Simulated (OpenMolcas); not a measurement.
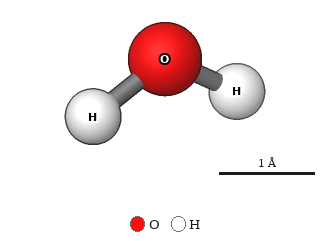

**Figure 1.** The input geometry (ball-and-stick view, seen at a tilt). Bond lengths as drawn: H–O 1.00 Å.

# Single-point calculation, with input and output: H$_{2}$O (charge +1)

System: H$_{2}$O, charge +1, multiplicity 4, SMILES [OH2+].
Method: NEVPT2/6-31G (OpenMolcas 26.06).

The run did not end well. The geometry is that of the parent species in another charge or spin state. The geometry comes from this level: GFN2-xTB.

### The input
```
* H2O NEVPT2

&GATEWAY
  BasLib=$CurrDir
  Coord=coord.xyz
  Basis=6-31G
  Group=NoSym

&SEWARD

&RASSCF
  FileOrb=$CurrDir/step2.RasOrb
  Spin=4
  Nactel=3 0 0
  Inactive=3
  Ras2=3
  OrbListing=Nothing
  OrbAppear=Compact

&CASPT2
  SC-NEVPT2
  Frozen=1
```

### File coord.xyz
```
3

O     -0.257730     0.170410    -0.119700
H      0.490020     0.658280     0.340630
H     -0.232290    -0.828700    -0.220940
```

Launch command:
```bash
export MOLCAS_MEM=1860
pymolcas step4.input > step4.log
```

### Output
```
--- Start Module: gateway ---

                                              &GATEWAY

                       available to each process: 1.9 GB of memory, 1 thread

 Basis Set     1 Label: O.6-31G
 Basis set is read from library:.
 basistype.tbl is not found

 Basis Set     2 Label: H.6-31G
 Basis set is read from library:.
 basistype.tbl is not found

++    Symmetry information:
      ---------------------

                    Character Table for C1

                             E
                    a        1  x, y, xy, Rz, z, xz, Ry, yz, Rx, I
--

++    Basis set information:
      ----------------------

      Basis set label: O.6-31G.........

      Electronic valence basis set:
      ------------------
      Associated Effective Charge   8.000000 au
      Associated Actual Charge      8.000000 au
      Nuclear Model: Point charge

      Shell  nPrim  nBasis  Cartesian Spherical Contaminant
         s      10       3        X
         p       4       2        X

      Basis set label: H.6-31G.........

      Electronic valence basis set:
      ------------------
      Associated Effective Charge   1.000000 au
      Associated Actual Charge      1.000000 au
      Nuclear Model: Point charge

      Shell  nPrim  nBasis  Cartesian Spherical Contaminant
         s       4       2        X
--

++    Molecular structure info:
      -------------------------

                    ************************************************
                    **** Cartesian Coordinates / bohr, angstrom ****
                    ************************************************

     Center  Label                x              y              z                     x              y              z
        1      O1              -0.487039       0.322028      -0.226200             -0.257730       0.170410      -0.119700
        2      H2               0.926004       1.243969       0.643697              0.490020       0.658280       0.340630
        3      H3              -0.438964      -1.566016      -0.417516             -0.232290      -0.828700      -0.220940

                    ***************************************
                    *    InterNuclear Distances / bohr    *
                    ***************************************

               1 O1            2 H2            3 H3
    1 O1       0.000000
    2 H2       1.898259        0.000000
    3 H3       1.898321        3.299292        0.000000

                    *******************************************
                    *    InterNuclear Distances / angstrom    *
                    *******************************************

               1 O1            2 H2            3 H3
    1 O1       0.000000
    2 H2       1.004515        0.000000
    3 H3       1.004548        1.745910        0.000000

                    **************************************
                    *    Valence Bond Angles / degree    *
                    **************************************
                          Atom centers                 Phi
                      2 H2       1 O1       3 H3       120.69
--

            Nuclear Potential Energy              8.73173348 au

--- Stop Module: gateway /rc=_RC_ALL_IS_WELL_ ---

--- Start Module: seward ---

                                              &SEWARD

                       available to each process: 1.9 GB of memory, 1 thread

               SEWARD will generate:
                  Multipole Moment integrals up to order  2
                  Kinetic Energy integrals
                  Nuclear Attraction integrals (point charge)
                  One-Electron Hamiltonian integrals
                  Velocity integrals
                  Orbital angular momentum around ( -0.4053   0.2680  -0.1882 )
                  Velocity quadrupole around ( -0.4053   0.2680  -0.1882 )
                  Two-Electron Repulsion integrals

                   Integrals are discarded if absolute value <: 1.00E-14
                   Integral cutoff threshold is set to       <: 1.00E-16

            Nuclear Potential Energy              8.73173348 au

      Basis set specifications :
      Symmetry species         a
      Basis functions           13

--- Stop Module: seward /rc=_RC_ALL_IS_WELL_ ---

--- Start Module: rasscf ---

                                              &RASSCF

                       available to each process: 1.9 GB of memory, 1 thread

      Header of the ONEINT file:
      --------------------------

      OrdInt status: non-squared

      Cartesian coordinates in angstrom:
      -----------------------------------------------------
      No.  Label        X            Y            Z
      -----------------------------------------------------
       1   O1        -0.25773000   0.17041000  -0.11970000
       2   H2         0.49002000   0.65828000   0.34063000
       3   H3        -0.23229000  -0.82870000  -0.22094000
      -----------------------------------------------------
      Nuclear repulsion energy =    8.73173348

++    Wave function specifications:
      -----------------------------

      Number of closed shell electrons           6
      Number of electrons in active shells       3
      Max number of holes in RAS1 space          0
      Max nr of electrons in RAS3 space          0
      Number of inactive orbitals                3
      Number of active orbitals                  3
      Number of secondary orbitals               7
      Spin quantum number                      1.5
      State symmetry                             1
--

++    Orbital specifications:
      -----------------------

      Symmetry species                           1
                                                 a
      Frozen orbitals                            0
      Inactive orbitals                          3
      Active orbitals                            3
      RAS1 orbitals                              0
      RAS2 orbitals                              3
      RAS3 orbitals                              0
      Secondary orbitals                         7
      Deleted orbitals                           0
      Number of basis functions                 13
--

++    CI expansion specifications:
      ----------------------------

      Number of CSFs                             1
      Number of determinants                     1
      Number of root(s) required                 1
      Root chosen for geometry opt.              1
      CI root used                               1

      highest root included in the CI            1
      max. size of the explicit Hamiltonian      1
--

++    Optimization specifications:
      ----------------------------

      RASSCF algorithm: Conventional
      Maximum number of macro iterations       200
      Maximum number of SX iterations          100
      Threshold for RASSCF energy            1.000E-08
      Threshold for max MO rotation          1.000E-01
      Threshold for max BLB element          1.000E-04
      Level shift parameter                  5.000E-01
      Make Quasi-Newton update
--

      The MO-coefficients are taken from the file:
      step2.RasOrb
      Title: RASSCF average (pseudo-natural) orbitals

      Total molecular charge    1.00

      ************************************************************************************************************************
      *                                            Wave function control section                                             *
      ************************************************************************************************************************

                                         RASSCF iterations: Energy and convergence statistics
                                         ----------------------------------------------------

          iter iter root      energy       change     param      element    value   shift minimum  type update hh:mm:ss
 Nr of preliminary CI iterations:   1
        1   1    2    1   -75.19055148    0.00E+00   9.41E-07    2  13 1 -1.85E-06   0.29   0.00    SX    NO    0:00:00
        2   1    2    1   -75.19055148   -6.38E-12  -4.85E-07    2   4 1  6.37E-07   0.29   0.00    SX    NO    0:00:00
        3   1    2    1   -75.19055148   -1.17E-12   3.11E-07    2   4 1  3.49E-07   0.29   0.00    SX    NO    0:00:00
        4   1    2    1   -75.19055148   -4.12E-13   2.82E-07    2   4 1  1.85E-07   0.29   0.00    SX    NO    0:00:00
      Convergence after  4 iterations
        5   1    2    1   -75.19055148   -9.95E-14   2.82E-07    6   7 1  1.27E-07   0.29   0.00    SX    NO    0:00:00

      ************************************************************************************************************************
                                                      Wave function printout:
                       occupation of active orbitals, and spin coupling of open shells (u,d: Spin up or down)
      ************************************************************************************************************************

      Note: transformation to natural orbitals
      has been made, which may change the order of the CSFs.

      printout of CI-coefficients larger than  0.05 for root  1
      energy=     -75.190551
      conf/sym  111     Coeff  Weight
             1  uuu   1.00000 1.00000

      Natural orbitals and occupation numbers for root  1
      sym 1:   1.000000   1.000000   1.000000

      ************************************************************************************************************************
      *                                                    Final results                                                     *
      ************************************************************************************************************************

++    Final optimization conditions:
      ------------------------------

      Average CI energy                             -75.19055148
      RASSCF energy for state  1                    -75.19055148
      Super-CI energy                                -0.00000000
      RASSCF energy change                           -0.00000000
      Max change in MO coefficients               3.155E-07
      Max non-diagonal density matrix element     2.823E-07
      Maximum BLB matrix element                  1.269E-07
      (orbital pair   6,   7 in symmetry   1)
      Norm of electronic gradient            2.212E-07
--

      Final state energy(ies):
      ------------------------

::    RASSCF root number  1 Total energy:    -75.19055148
      Von Neumann Entropy (Root   1) =  1.50000

      Mulliken population analysis for root number:  1
      -----------------------------------------------

++    Molecular charges:
      ------------------

      Mulliken charges per centre
      ---------------------------

                O1      H2      H3
      Total    7.3576  0.8210  0.8213

      N-E      0.6424  0.1790  0.1787

      Total electronic charge=    9.000000

      Total            charge=    1.000000
--

      Expectation values of various properties for root number:  1
      -----------------------------------------------------------

++    Molecular properties:
      ---------------------

      Charge (e):
                      =    1.0000
      Dipole Moment (debye):
      Origin of the operator (angstrom)=   -0.2145    0.1418   -0.0996
                   X= -7.0130E-02               Y=  4.8120E-02               Z= -3.2369E-02           Total=  9.1003E-02
      Center of Charge (angstrom)
                     X=   -0.22906485               Y=    0.15182071               Z=   -0.10634521
      Quadrupole Moment (debye*angstrom):
      Origin of the operator (angstrom)=   -0.2145    0.1418   -0.0996
                  XX= -5.8407E+00              XY= -1.2489E-01              XZ= -5.8298E-02              YY= -6.0466E+00
                  YZ= -1.0056E-01              ZZ= -5.8025E+00
      In traceless form (debye*angstrom)
                  XX=  8.3879E-02              XY= -1.8734E-01              XZ= -8.7447E-02              YY= -2.2502E-01
                  YZ= -1.5084E-01              ZZ=  1.4114E-01
--

      Mulliken spin population analysis for root number:  1
      ---------------------------------------------------

++    Molecular charges:
      ------------------

      Mulliken spin population per centre
      ---------------------------

                O1      H2      H3
      Total    1.9112  0.5442  0.5446

      Total electronic spin=    3.000000
--

      Average orbitals are written to the RASORB file
      Natural orbitals for root   1 are written to the RASORB.1 file
      Spin density orbitals for root   1 are written to the SPDORB.1 file

--- Stop Module: rasscf /rc=_RC_ALL_IS_WELL_ ---

--- Start Module: caspt2 ---

                                              &CASPT2

                       available to each process: 1.9 GB of memory, 1 thread

 ###############################################################################
 ###    WARNING: User changed nr of frozen orbitals.                         ###
 ###############################################################################

++    Wave function specifications:
      -----------------------------

      Number of closed shell electrons           4
      Number of electrons in active shells       3
      Max number of holes in RAS1 space          0
      Max number of electrons in RAS3 space      0
      Number of inactive orbitals                2
      Number of active orbitals                  3
      Number of secondary orbitals               7
      Spin quantum number                      1.5
      State symmetry                             1
      Number of CSFs                             1
      Number of CASSCF root(s) available         1
      NEVPT2 state passed to geometry opt.       1
      A file JOBMIX will be created
      This is a high spin open shell RHF reference function
--

++    Orbital specifications:
      -----------------------

      Symmetry species                           1
                                                 a
      Frozen orbitals                            1
      Inactive orbitals                          2
      Active orbitals                            3
      Secondary orbitals                         7
      Deleted orbitals                           0
      Number of basis functions                 13
--

++    NEVPT2 specifications:
      ----------------------

      Type of calculation                        SS-NEVPT2
      Internal contraction for energies          partially and strongly contracted
                                                 (PC-NEVPT2 and SC-NEVPT2)
      Denominator threshold for SC-NEVPT2        1.00E-09
      Fock operator                              state-specific
      0th-order Hamiltonian                      DYALL
      IPEA shift                                 0.00
      Real shift                                 0.00
      Imaginary shift                            0.00
      The input orbitals will be transformed to quasi-canonical
--

--------------------------------------------------------------------------------
 Estimated memory requirements:
  POLY3 :                   250087
  RHS:                      251044
  SIGMA :                   251008
  PRPCTL:                        0
 Available workspace:    232491919

++ NEVPT2 computation for group   1

********************************************************************************
 Multi-State initialization phase begins for group   1
--------------------------------------------------------------------------------
********************************************************************************
 Compute H0 matrices for state    1
--------------------------------------------------------------------------------
--------------------------------------------------------------------------------
 H0 matrices have been computed.

********************************************************************************
  NEVPT2 EQUATION SOLUTION
--------------------------------------------------------------------------------
 ###############################################################################
 ###    Location: AixRd                                                      ###
 ###    File: LUCIEX                                                         ###
 ###    Premature abort while reading buffer from disk                       ###
 ###    End of file reached                                                  ###
 ###############################################################################

--- Stop Module: caspt2 /rc=-6 ---

.########################.
.# Non-zero return code #.
.########################.

    Timing: Wall=1.53 User=1.14 System=0.31
```

### Outcome

| quantity | value |
| --- | --- |
| outcome | ended with an error |
| basis functions | 13 |
| hardware | 1 thread of Intel Xeon (Sapphire Rapids), 64 GiB of memory available, shared host |
| wall time | 1.7 s |
| peak memory | 0.37 GiB |

### What went wrong

The run ended with an error.
